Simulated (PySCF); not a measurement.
SMILES C(=O)c1cc(ccc1)C(C)C (C₁₀H₁₂O) at its GFN2-xTB optimised geometry (Å):

```
23

C     -2.4567    -1.9267     1.3121
C     -1.6613    -1.7880     0.0119
C     -2.5827    -1.8961    -1.2047
C     -0.8954    -0.4882     0.0000
C     -1.5543     0.7385     0.0002
C     -0.8488     1.9306    -0.0023
C      0.5326     1.9220    -0.0020
C      1.2121     0.7052     0.0000
C      2.6778     0.6695     0.0042
O      3.3545    -0.3277     0.0053
C      0.4896    -0.4882     0.0000
H     -3.2074    -1.1442     1.3924
H     -2.9603    -2.8901     1.3428
H     -1.7933    -1.8555     2.1713
H     -0.9372    -2.6083    -0.0348
H     -3.0681    -2.8693    -1.2199
H     -3.3545    -1.1308    -1.1793
H     -2.0127    -1.7797    -2.1238
H     -2.6338     0.7680     0.0025
H     -1.3832     2.8693    -0.0036
H      1.0885     2.8485    -0.0027
H      3.1468     1.6751     0.0072
H      1.0429    -1.4165     0.0010
```

Level of theory: B3LYP/def2-SVP in PySCF 2.14.0. Cells within 0.4 Å of a nucleus heavier than hydrogen are left out (blank, or x).

Map of the electrostatic potential (hartree/e), clipped to [-0.08, 0.12] on the plane z = 0.0 Å:

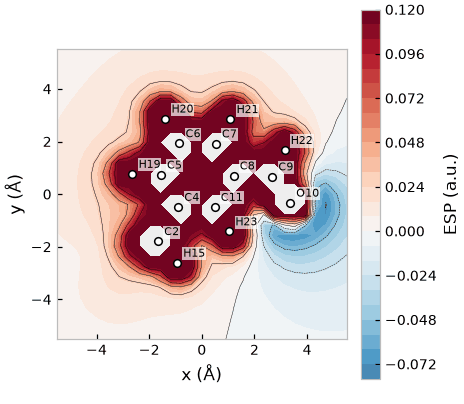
*Electrostatic potential (hartree/e), clipped to [-0.08, 0.12] on the plane z = 0.0 Å.*
